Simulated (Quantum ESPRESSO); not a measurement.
# NiCl2: parallel and opposed starts

Aim: find out which collinear order of NiCl2 costs least.

Main program and level: Quantum ESPRESSO 7.5; PBEsol; plane waves with GBRV 1.5 PBEsol potentials, no spin-orbit coupling.

The database entry behind the starting cell differs from later determinations by our own check (an axis about 1.8 % long against later determinations), so it need not match the best structure at ambient conditions.

### 1. The structure

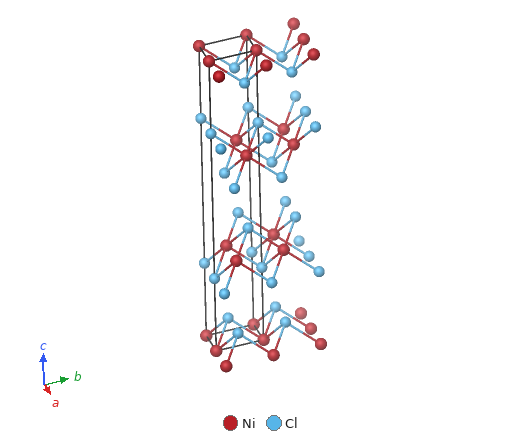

The starting structure, seen slightly off an axis (nickel red, chlorine blue). 2×2×1 cells are drawn. This picture shows the conventional cell, with its axes. Bonds to atoms that aren't drawn are left out. Some periodic images of atoms are drawn too.

The cell comes from the Crystallography Open Database.

### 2. Run 1 (ferro +)

The signs are those of the starting moments on the seeded atoms, the atoms that are given a moment.

pw.in

```
&CONTROL
  calculation = 'scf'
  prefix = 'pwscf'
  outdir = './tmp'
  pseudo_dir = './pseudo'
  disk_io = 'nowf'
/
&SYSTEM
  ibrav = 0
  celldm(1) = 8
  nat = 3
  ntyp = 2
  ecutwfc = 40
  ecutrho = 280
  nbnd = 25
  occupations = 'smearing'
  smearing = 'fd'
  degauss = 0.00367493
  nspin = 2
  starting_magnetization(1) = 0.1111
  starting_magnetization(2) = 0
/
&ELECTRONS
  conv_thr = 6d-09
  electron_maxstep = 150
  mixing_beta = 0.3
/
ATOMIC_SPECIES
Ni     58.6934 ni_pbesol_v1.4.uspp.F.UPF
Cl     35.4500 cl_pbesol_v1.4.uspp.F.UPF
CELL_PARAMETERS alat
   0.4184562287218    0.2415958163038    1.3649334320916
  -0.4184562287218    0.2415958163038    1.3649334320916
   0.0000000000000   -0.4831916325841    1.3649334320916
ATOMIC_POSITIONS crystal
Ni      0.0000000000    0.0000000000    0.0000000000
Cl      0.2500000000    0.2500000000    0.2500000000
Cl      0.7500000000    0.7500000000    0.7500000000
K_POINTS automatic
6 6 6 0 0 0
```

The run is started by

```
$ OMP_NUM_THREADS=1 mpirun -n 4 pw.x -nk 4 -in pw.in > pw.out
```

Output:

```text
Program PWSCF v.7.5 starts

     Message from routine setup:
     using ibrav=0 with symmetry is DISCOURAGED, use correct ibrav instead

     K-points division:     npool     =       4
     Subspace diagonalization in iterative solution of the eigenvalue problem:

     G-vector sticks info
     --------------------
     sticks:   dense  smooth     PW     G-vecs:    dense   smooth      PW
     Sum        1643     949    311                33593    14563    2743

     Using Slab Decomposition

     bravais-lattice index     =            0
     lattice parameter (alat)  =       8.0000  a.u.
     unit-cell volume          =     423.9085 (a.u.)^3
     number of atoms/cell      =            3
     number of atomic types    =            2
     number of electrons       =        32.00
     number of Kohn-Sham states=           25
     kinetic-energy cutoff     =      40.0000  Ry
     charge density cutoff     =     280.0000  Ry
     scf convergence threshold =      6.0E-09
     mixing beta               =       0.3000
     number of iterations used =            8  plain     mixing
     Exchange-correlation= SLA  PW   PSX  PSC
                           (   1   4  10   8   0   0   0)

     celldm(1)=   8.000000  celldm(2)=   0.000000  celldm(3)=   0.000000
     celldm(4)=   0.000000  celldm(5)=   0.000000  celldm(6)=   0.000000

     crystal axes: (cart. coord. in units of alat)
               a(1) = (   0.418456   0.241596   1.364933 )
               a(2) = (  -0.418456   0.241596   1.364933 )
               a(3) = (   0.000000  -0.483192   1.364933 )

     reciprocal axes: (cart. coord. in units 2 pi/alat)
               b(1) = (  1.194868  0.689857  0.244212 )
               b(2) = ( -1.194868  0.689857  0.244212 )
               b(3) = (  0.000000 -1.379715  0.244212 )

     PseudoPot. # 1 for Ni read from file:
     ni_pbesol_v1.4.uspp.F.UPF
     Pseudo is Ultrasoft + core correction, Zval = 18.0
     Generated by new atomic code, or converted to UPF format
     Using radial grid of  865 points,  6 beta functions with:
                l(1) =   0
                l(2) =   0
                l(3) =   1
                l(4) =   1
                l(5) =   2
                l(6) =   2
     Q(r) pseudized with 10 coefficients,  rinner =    0.980   0.980   0.980
                                                       0.980   0.980

     PseudoPot. # 2 for Cl read from file:
     cl_pbesol_v1.4.uspp.F.UPF
     Pseudo is Ultrasoft + core correction, Zval =  7.0
     Generated by new atomic code, or converted to UPF format
     Using radial grid of  909 points,  6 beta functions with:
                l(1) =   0
                l(2) =   0
                l(3) =   1
                l(4) =   1
                l(5) =   2
                l(6) =   2
     Q(r) pseudized with  8 coefficients,  rinner =    1.300   1.300   1.300
                                                       1.300   1.300

     atomic species   valence    mass     pseudopotential
     Ni               18.00    58.69340     Ni( 1.00)
     Cl                7.00    35.45000     Cl( 1.00)

     Starting magnetic structure
     atomic species   magnetization
     Ni              0.111
     Cl              0.000

     12 Sym. Ops., with inversion, found

   Cartesian axes

     site n.     atom                  positions (alat units)
         1        Ni     tau(   1) = (   0.0000000   0.0000000   0.0000000  )
         2        Cl     tau(   2) = (   0.0000000   0.0000000   1.0237001  )
         3        Cl     tau(   3) = (   0.0000000   0.0000000   3.0711002  )

     number of k points=    32  Fermi-Dirac smearing, width (Ry)=  0.0037
                       cart. coord. in units 2pi/alat
        k(    1) = (   0.0000000   0.0000000   0.0000000), wk =   0.0046296
        k(    2) = (   0.0000000  -0.2299525   0.0407020), wk =   0.0277778
        k(    3) = (   0.0000000  -0.4599049   0.0814041), wk =   0.0277778
        k(    4) = (   0.0000000   0.6898574  -0.1221061), wk =   0.0138889
        k(    5) = (  -0.1991447  -0.1149762   0.0814041), wk =   0.0277778
        [... 27 further k-points ...]

     Dense  grid:    33593 G-vectors     FFT dimensions: (  64,  64,  64)

     Smooth grid:    14563 G-vectors     FFT dimensions: (  48,  48,  48)

     Check: negative core charge=   -0.000006
     Generating pointlists ...
     new r_m :   0.2440 (alat units)  1.9521 (a.u.) for type    1
     new r_m :   0.2440 (alat units)  1.9521 (a.u.) for type    2

     Initial potential from superposition of free atoms

     starting charge      30.0000, renormalised to      32.0000

     negative rho (up, down):  1.634E-02 1.634E-02
     Starting wfcs are   21 randomized atomic wfcs +    4 random wfcs

     Self-consistent Calculation

     iteration #  1     ecut=    40.00 Ry     beta= 0.30
     Davidson diagonalization with overlap
     ethr =  1.00E-02,  avg # of iterations =  5.8

     negative rho (up, down):  1.565E-02 1.569E-02

     total energy              =    -395.39243494 Ry
     estimated scf accuracy    <      37.18425425 Ry

     total magnetization       =     0.79 Bohr mag/cell
     absolute magnetization    =     0.84 Bohr mag/cell

     iteration #  2     ecut=    40.00 Ry     beta= 0.30
     Davidson diagonalization with overlap
     ethr =  1.00E-02,  avg # of iterations =  3.0

     negative rho (up, down):  1.490E-02 1.492E-02

     total energy              =    -409.12746726 Ry
     estimated scf accuracy    <      25.41491592 Ry

     total magnetization       =     0.11 Bohr mag/cell
     absolute magnetization    =     0.12 Bohr mag/cell

     iteration #  3     ecut=    40.00 Ry     beta= 0.30
     Davidson diagonalization with overlap
     ethr =  1.00E-02,  avg # of iterations =  2.0

     negative rho (up, down):  1.473E-02 1.473E-02

     total energy              =    -408.74793880 Ry
     estimated scf accuracy    <       5.80221950 Ry

     total magnetization       =     0.13 Bohr mag/cell
     absolute magnetization    =     0.17 Bohr mag/cell

     [... further iterations left out ...]

     iteration # 13     ecut=    40.00 Ry     beta= 0.30
     Davidson diagonalization with overlap
     ethr =  8.98E-09,  avg # of iterations =  2.0

     negative rho (up, down):  1.504E-02 1.424E-02

     total energy              =    -409.59572531 Ry
     estimated scf accuracy    <       0.00000015 Ry

     total magnetization       =     2.00 Bohr mag/cell
     absolute magnetization    =     2.08 Bohr mag/cell

     iteration # 14     ecut=    40.00 Ry     beta= 0.30
     Davidson diagonalization with overlap
     ethr =  4.70E-10,  avg # of iterations =  3.3

     negative rho (up, down):  1.504E-02 1.425E-02

     total energy              =    -409.59572649 Ry
     estimated scf accuracy    <       0.00000015 Ry

     total magnetization       =     2.00 Bohr mag/cell
     absolute magnetization    =     2.08 Bohr mag/cell

     iteration # 15     ecut=    40.00 Ry     beta= 0.30
     Davidson diagonalization with overlap
     ethr =  4.57E-10,  avg # of iterations =  1.1

     negative rho (up, down):  1.504E-02 1.424E-02

     total energy              =    -409.59572703 Ry
     estimated scf accuracy    <       0.00000002 Ry

     total magnetization       =     2.00 Bohr mag/cell
     absolute magnetization    =     2.08 Bohr mag/cell

     iteration # 16     ecut=    40.00 Ry     beta= 0.30
     Davidson diagonalization with overlap
     ethr =  7.02E-11,  avg # of iterations =  1.6

     negative rho (up, down):  1.504E-02 1.424E-02

     Magnetic moment per site  (integrated on atomic sphere of radius R)
     atom   1 (R=0.244)  charge= 16.3537  magn=  1.4889
     atom   2 (R=0.244)  charge=  5.4280  magn=  0.2218
     atom   3 (R=0.244)  charge=  5.4280  magn=  0.2218

     End of self-consistent calculation

     [... lines left out ...]
     the Fermi energy is     5.0264 ev

!    total energy              =    -409.59572755 Ry
     estimated scf accuracy    <          2.2E-10 Ry
     smearing contrib. (-TS)   =      -0.00000175 Ry
     internal energy E=F+TS    =    -409.59572579 Ry

     The total energy is F=E-TS. E is the sum of the following terms:
     one-electron contribution =    -362.12647876 Ry
     hartree contribution      =     191.19685320 Ry
     xc contribution           =     -53.71326124 Ry
     ewald contribution        =    -184.95283900 Ry

     total magnetization       =     2.00 Bohr mag/cell
     absolute magnetization    =     2.08 Bohr mag/cell

     convergence has been achieved in  16 iterations

=------------------------------------------------------------------------------=
   JOB DONE.
=------------------------------------------------------------------------------=
```

Elapsed: 50 s, on 4 MPI ranks of Arm Neoverse V1, shared host; peak memory 0.58 GiB.

Spin moment in the atom's sphere by atom:

| atom | spin moment in the atom's sphere (μB) |
| --- | --- |
| Ni1 | 1.49 |
| Cl2 | 0.22 |
| Cl3 | 0.22 |

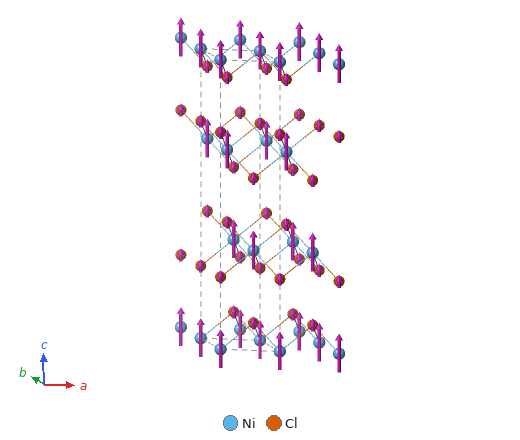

Spin moment in the atom's sphere as arrows, the longest 1.49 μB. Up and down stand for the sign. Arrows give size and sign along the axis of quantisation, drawn up and down the page. Each arrow also spans its atom, so small moments look longer than they are. Bonds to atoms that aren't drawn are left out. 2×2×1 conventional cells are drawn. Some periodic images of atoms are drawn too.

Read from the output:

```yaml
smearing_term_ts: 2.38e-5 eV
magnetization: 2 μB
absolute_magnetization: 2.076 μB
final_state: ferromagnetic
```

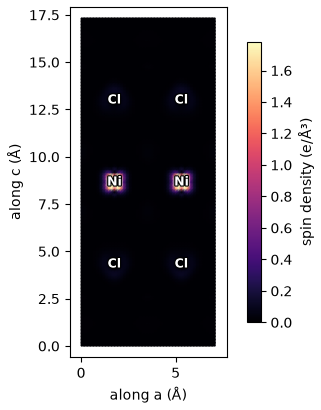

Spin density in the ac plane of the conventional cell at fractional y = 0.000, with atoms of Ni and Cl within 0.2 Å of it. The map starts off the cell's origin, so that atoms lie inside it.

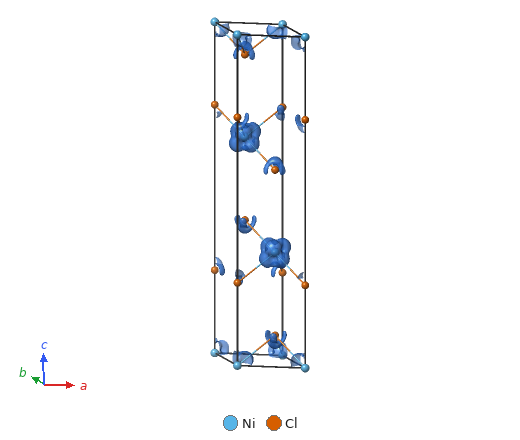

Surface of spin density = 0.089 e/Å³, which holds about 70 % of the integral of its size. Bonds to atoms that aren't drawn are left out.

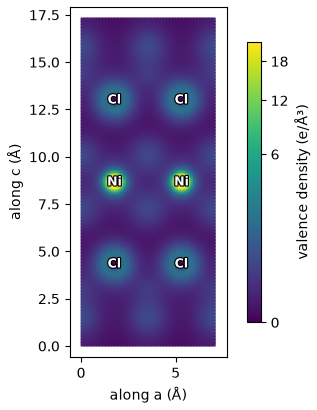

Valence density in the ac plane of the conventional cell at fractional y = 0.000, with atoms of Ni and Cl within 0.2 Å of it. It is the smooth field of the valence electrons, not physical close to the nuclei. The map starts off the cell's origin, so that atoms lie inside it. The colour scale is stretched toward low values.

### 3. Run 2, typed as antiferro q=(0,0,1/2) +−

This order needs a doubled cell of 6 atoms. The wavevector q is in fractions of the reciprocal vectors of the crystal's primitive cell, as the cells of these inputs are built from it; moments change sign between cells as cos(2π q·R).

pw.in

```
&CONTROL
  calculation = 'scf'
  prefix = 'pwscf'
  outdir = './tmp'
  pseudo_dir = './pseudo'
  disk_io = 'nowf'
/
&SYSTEM
  ibrav = 0
  celldm(1) = 8
  nat = 6
  ntyp = 3
  ecutwfc = 40
  ecutrho = 280
  nbnd = 43
  occupations = 'smearing'
  smearing = 'fd'
  degauss = 0.00367493
  nspin = 2
  starting_magnetization(1) = 0.1111
  starting_magnetization(2) = -0.1111
  starting_magnetization(3) = 0
/
&ELECTRONS
  conv_thr = 1.2d-08
  electron_maxstep = 150
  mixing_beta = 0.3
/
ATOMIC_SPECIES
Ni1    58.6934 ni_pbesol_v1.4.uspp.F.UPF
Ni2    58.6934 ni_pbesol_v1.4.uspp.F.UPF
Cl     35.4500 cl_pbesol_v1.4.uspp.F.UPF
CELL_PARAMETERS alat
   0.4184562287218    0.2415958163038    1.3649334320916
  -0.4184562287218    0.2415958163038    1.3649334320916
   0.0000000000000   -0.9663832651681    2.7298668641832
ATOMIC_POSITIONS crystal
Ni1     0.0000000000    0.0000000000    0.0000000000
Ni2     0.0000000000    0.0000000000    0.5000000000
Cl      0.2500000000    0.2500000000    0.1250000000
Cl      0.2500000000    0.2500000000    0.6250000000
Cl      0.7500000000    0.7500000000    0.3750000000
Cl      0.7500000000    0.7500000000    0.8750000000
K_POINTS automatic
6 6 3 0 0 0
```

Output:

```text
[banner, memory and clock lines left out]
Program PWSCF v.7.5 starts

     Message from routine setup:
     using ibrav=0 with symmetry is DISCOURAGED, use correct ibrav instead

     bravais-lattice index     =            0
     lattice parameter (alat)  =       8.0000  a.u.
     unit-cell volume          =     847.8170 (a.u.)^3
     number of atoms/cell      =            6
     number of atomic types    =            3
     number of electrons       =        64.00
     number of Kohn-Sham states=           43
     kinetic-energy cutoff     =      40.0000  Ry
     charge density cutoff     =     280.0000  Ry
     scf convergence threshold =      1.2E-08
     mixing beta               =       0.3000
     number of iterations used =            8  plain     mixing
     Exchange-correlation= SLA  PW   PSX  PSC
                           (   1   4  10   8   0   0   0)

     celldm(1)=   8.000000  celldm(2)=   0.000000  celldm(3)=   0.000000
     celldm(4)=   0.000000  celldm(5)=   0.000000  celldm(6)=   0.000000

     crystal axes: (cart. coord. in units of alat)
               a(1) = (   0.418456   0.241596   1.364933 )
               a(2) = (  -0.418456   0.241596   1.364933 )
               a(3) = (   0.000000  -0.966383   2.729867 )

     reciprocal axes: (cart. coord. in units 2 pi/alat)
               b(1) = (  1.194868  0.689857  0.244212 )
               b(2) = ( -1.194868  0.689857  0.244212 )
               b(3) = (  0.000000 -0.689857  0.122106 )

     PseudoPot. # 1 for Ni read from file:
     ni_pbesol_v1.4.uspp.F.UPF
     Pseudo is Ultrasoft + core correction, Zval = 18.0

     PseudoPot. # 2 for Ni read from file:
     ni_pbesol_v1.4.uspp.F.UPF
     Pseudo is Ultrasoft + core correction, Zval = 18.0

     PseudoPot. # 3 for Cl read from file:
     cl_pbesol_v1.4.uspp.F.UPF
     Pseudo is Ultrasoft + core correction, Zval =  7.0

     atomic species   valence    mass     pseudopotential
     Ni1              18.00    58.69340     Ni( 1.00)
     Ni2              18.00    58.69340     Ni( 1.00)
     Cl                7.00    35.45000     Cl( 1.00)

     Starting magnetic structure
     atomic species   magnetization
     Ni1             0.111
     Ni2            -0.111
     Cl              0.000

      4 Sym. Ops., with inversion, found

   Cartesian axes

     site n.     atom                  positions (alat units)
         1        Ni1    tau(   1) = (   0.0000000   0.0000000   0.0000000  )
         2        Ni2    tau(   2) = (   0.0000000  -0.4831916   1.3649334  )
         3        Cl     tau(   3) = (   0.0000000   0.0000000   1.0237001  )
         4        Cl     tau(   4) = (   0.0000000  -0.4831916   2.3886335  )
         5        Cl     tau(   5) = (   0.0000000   0.0000000   3.0711002  )
         6        Cl     tau(   6) = (   0.0000000  -0.4831916   4.4360337  )

     number of k points=    34  Fermi-Dirac smearing, width (Ry)=  0.0037
                       cart. coord. in units 2pi/alat
        k(    1) = (   0.0000000   0.0000000   0.0000000), wk =   0.0092593
        k(    2) = (   0.0000000  -0.2299525   0.0407020), wk =   0.0185185
        k(    3) = (  -0.1991447   0.1149762   0.0407020), wk =   0.0370370
        k(    4) = (  -0.1991447  -0.1149762   0.0814041), wk =   0.0370370
        k(    5) = (  -0.1991447   0.3449287  -0.0000000), wk =   0.0370370
        [... 29 further k-points ...]

     Dense  grid:    67141 G-vectors     FFT dimensions: (  64,  64, 125)

     Smooth grid:    29049 G-vectors     FFT dimensions: (  48,  48,  96)

     Check: negative core charge=   -0.000006
     Generating pointlists ...
     new r_m :   0.2440 (alat units)  1.9521 (a.u.) for type    1
     new r_m :   0.2440 (alat units)  1.9521 (a.u.) for type    2
     new r_m :   0.2440 (alat units)  1.9521 (a.u.) for type    3

     Initial potential from superposition of free atoms

     starting charge      60.0000, renormalised to      64.0000

     negative rho (up, down):  3.307E-02 3.307E-02
     Starting wfcs are   42 randomized atomic wfcs +    1 random wfcs

     Self-consistent Calculation

     iteration #  1     ecut=    40.00 Ry     beta= 0.30
     Davidson diagonalization with overlap
     ethr =  1.00E-02,  avg # of iterations =  7.0

     negative rho (up, down):  3.198E-02 3.198E-02

     total energy              =    -790.95394364 Ry
     estimated scf accuracy    <      73.98094489 Ry

     total magnetization       =    -0.00 Bohr mag/cell
     absolute magnetization    =     2.02 Bohr mag/cell

     iteration #  2     ecut=    40.00 Ry     beta= 0.30
     Davidson diagonalization with overlap
     ethr =  1.00E-02,  avg # of iterations =  3.0

     negative rho (up, down):  3.038E-02 3.039E-02

     total energy              =    -818.23864968 Ry
     estimated scf accuracy    <      50.55416718 Ry

     total magnetization       =    -0.00 Bohr mag/cell
     absolute magnetization    =     0.25 Bohr mag/cell

     [... further iterations left out ...]

     iteration # 15     ecut=    40.00 Ry     beta= 0.30
     Davidson diagonalization with overlap
     ethr =  4.85E-10,  avg # of iterations =  3.1

     negative rho (up, down):  2.971E-02 2.969E-02

     total energy              =    -819.18817586 Ry
     estimated scf accuracy    <       0.00000003 Ry

     total magnetization       =    -0.00 Bohr mag/cell
     absolute magnetization    =     3.70 Bohr mag/cell

     iteration # 16     ecut=    40.00 Ry     beta= 0.30
     Davidson diagonalization with overlap
     ethr =  4.22E-11,  avg # of iterations =  2.9

     negative rho (up, down):  2.971E-02 2.969E-02

     Magnetic moment per site  (integrated on atomic sphere of radius R)
     atom   1 (R=0.244)  charge= 16.3516  magn=  1.4843
     atom   2 (R=0.244)  charge= 16.3513  magn= -1.4843
     atom   3 (R=0.244)  charge=  5.4279  magn=  0.0729
     atom   4 (R=0.244)  charge=  5.4282  magn= -0.0729
     atom   5 (R=0.244)  charge=  5.4282  magn= -0.0729
     atom   6 (R=0.244)  charge=  5.4279  magn=  0.0729

     End of self-consistent calculation

     [... lines left out ...]
     the Fermi energy is     5.0589 ev

!    total energy              =    -819.18817692 Ry
     estimated scf accuracy    <          1.6E-09 Ry
     smearing contrib. (-TS)   =      -0.00000467 Ry
     internal energy E=F+TS    =    -819.18817225 Ry

     The total energy is F=E-TS. E is the sum of the following terms:
     one-electron contribution =    -724.18667934 Ry
     hartree contribution      =     382.32480933 Ry
     xc contribution           =    -107.42062425 Ry
     ewald contribution        =    -369.90567799 Ry

     total magnetization       =     0.00 Bohr mag/cell
     absolute magnetization    =     3.70 Bohr mag/cell

     convergence has been achieved in  16 iterations
```

Elapsed: 3.3 min, on 4 MPI ranks; peak memory 1 GiB; 13 min of CPU time.

Spin moment in the atom's sphere by atom:

| atom | spin moment in the atom's sphere (μB) |
| --- | --- |
| Ni1 | 1.48 |
| Ni2 | -1.48 |
| Cl3 | 0.07 |
| Cl4 | -0.07 |
| Cl5 | -0.07 |
| Cl6 | 0.07 |

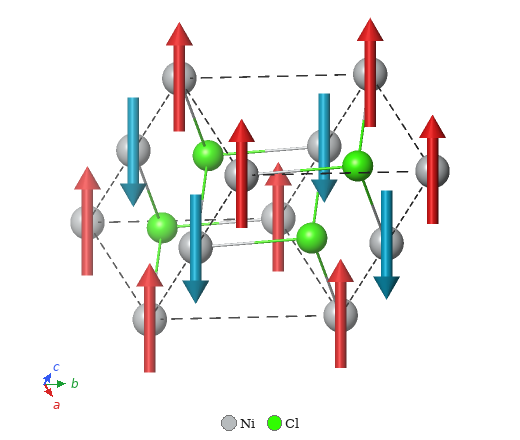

Spin moment in the atom's sphere as arrows, the longest 1.48 μB. Up and down stand for the sign. Arrows give size and sign along the axis of quantisation, drawn up and down the page. The two directions have two colours. Bonds to atoms that aren't drawn are left out. Some periodic images of atoms are drawn too.

This step gave:

```
smearing term TS       : 6.36e-5 eV
magnetization          : 0 μB
absolute magnetization : 3.697 μB
final state            : antiferromagnetic
```

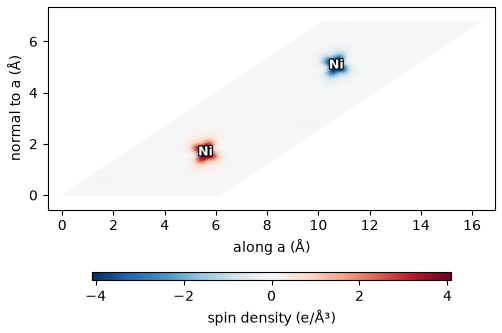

Spin density in the ac plane at fractional y = 0.000, with atoms of Ni within 0.2 Å of it. The map starts off the cell's origin, so that atoms lie inside it.

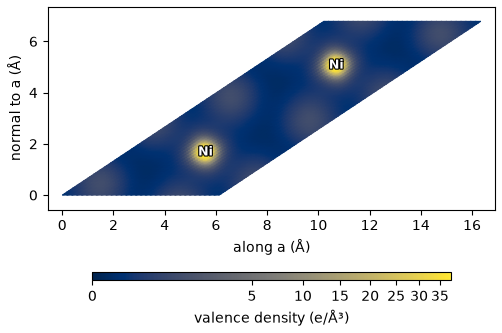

Valence density in the ac plane at fractional y = 0.000, with atoms of Ni within 0.2 Å of it. It is the smooth field of the valence electrons, not physical close to the nuclei. The map starts off the cell's origin, so that atoms lie inside it. The colour scale is stretched toward low values.

(Continued in part 2 of 2.)

[Logs and program files are shortened in this print: banners, set-up blocks, solver, clock and traceback lines can be left out without a mark of their own.]

[Logs are printed without paths, hosts, clocks, repeated set-up lines and the standing remarks that a program may print on its own settings, such as how far it seeks lower states.]

[Hosts, paths, dates, database ids (printed as entryN), source tags and the programs' standing remarks are cut or masked in the printed files.]

[Where a cell is said to come from a database of computed structures, the database is the Materials Project.]
